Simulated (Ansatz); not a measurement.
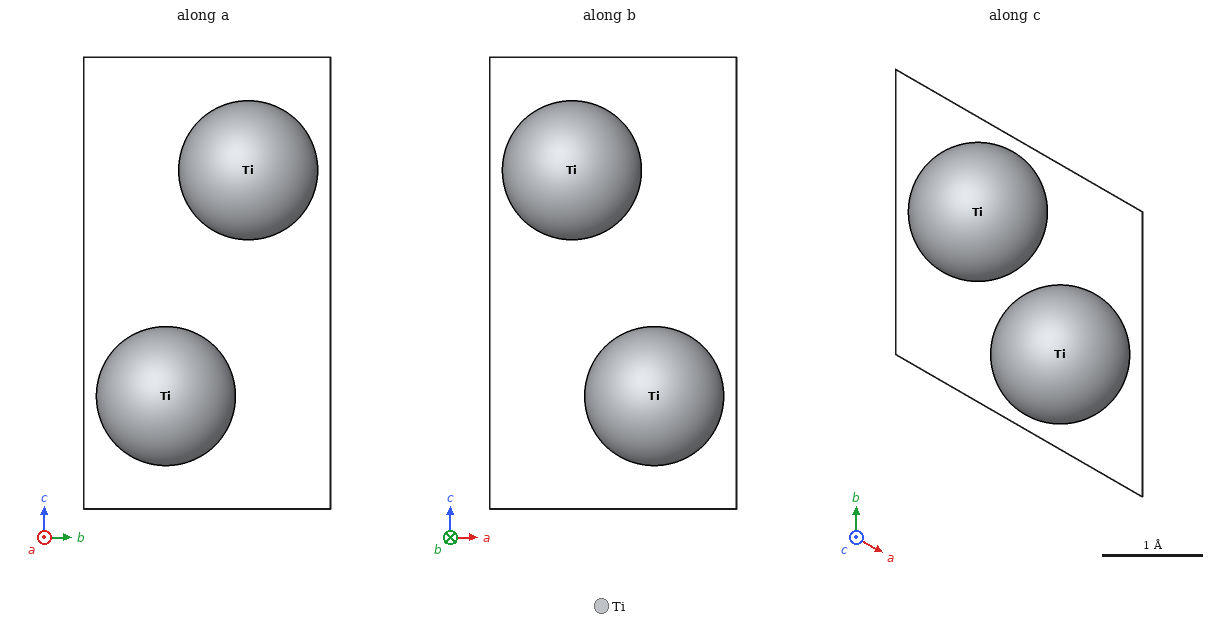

An orthographic spheres-only view of the structure, along the a axis, along the b axis and along the c axis. The frame is the conventional unit cell; atoms at its boundary are shown with their periodic copies.

Lattice parameters: a = 2.863 Å, b = 2.863 Å, c = 4.537 Å, α = 90.00°, β = 90.00°, γ = 120.00°. Put a along x and b in the xy plane.

Transcribe the picture into a POSCAR file.

```
Ti
1.0
     2.863    0.000    0.000
    -1.431    2.479    0.000
     0.000    0.000    4.537
Ti
2
Direct
  0.3333 0.6667 0.7500
  0.6667 0.3333 0.2500
```

The structure comes from the standard structure of this element. The geometry was optimised with Ansatz 0.2.0, DFT LDA, scalar-relativistic, plane waves, PAW.
